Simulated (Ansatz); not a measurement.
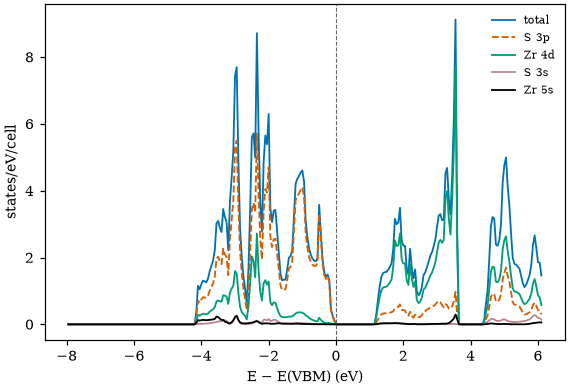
Fig. 1. Total and projected density of states of ZrS2 (CdI2 type, P-3m1), plane-wave PAW PBE (Ansatz code)

### Question
Which orbitals carry the states next to the gap?

### Answer
Top 1 eV of the valence band: S 3p 91 %, Zr 4d 6 %. Bottom 1 eV of the conduction band: Zr 4d 76 %, S 3p 18 %. Projections are on Löwdin-orthogonalised atomic valence shells; empty p or d shells of many metals are not among them.

### Question
Where is the tallest occupied peak in this window, and what makes it?

### Answer
Near -2.3 eV, about 8.7 states/eV per cell; the largest projected share is S 3p.

The cell was relaxed with PBE under the symmetry of its start. The run is not spin-polarised. The volume lies over 15 % above that of the usual cell of this phase: another minimum, or an error of the functional. A crystal of weakly bound layers computed without a dispersion correction: the cell and the soft elastic constants depend strongly on that. Scalar-relativistic: spin–orbit coupling is off unless named, which matters more the heavier the elements.

Potentials: the later of the program's two PAW sets.
